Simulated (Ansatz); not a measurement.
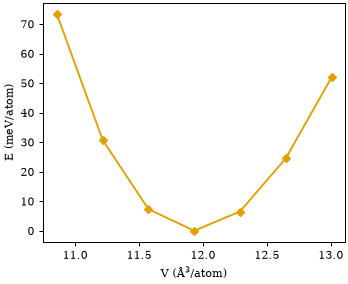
Figure: Nb2AlB2 in space group Cmmm (No. 65; Al on 2a, Nb on 4j, B on 4i) under volume change, plane-wave PAW PBEsol (Ansatz code), shape and atoms relaxed at each volume.

Task: What does a third-order Birch–Murnaghan fit give for V₀, B₀ and B′?

Result: V₀ = 11.93 Å³/atom, B₀ = 202 GPa, B′ = 4.7.

The start of the workflow was typed in or built on a structure type; neither database checked (COD, Materials Project) lists it. Its standing as an ambient phase is unchecked. The cell was relaxed with PBEsol under the symmetry of its start; whether a distortion lowers the energy is not shown. No spin polarisation was allowed.

Potentials: the later of the program's two PAW sets.
